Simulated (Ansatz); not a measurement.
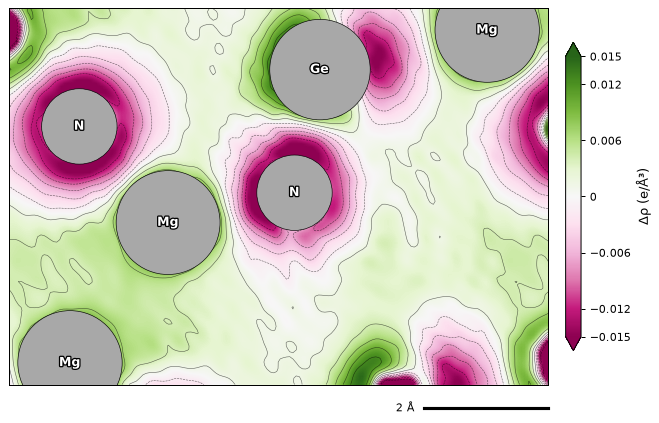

Mg$_{2}$GeN$_{2}$. Difference of the valence pseudo-densities of two functionals at the same geometry, on the (101̄) plane of the calculation cell: PBE less r2SCAN.

Space group R3m; a generated structure, not necessarily the stable one.

Both computed with Ansatz (plane waves, PAW), on the same k-point mesh. Grey discs cover the atomic cores.

Question: Where does the change of functional move the electrons?

Answer: Against r2SCAN, PBE gives less density around N (−0.014 e/Å³ on average at 0.8 Å from the nucleus) and a change of −0.006 e/Å³ at the midpoint of Ge–N.
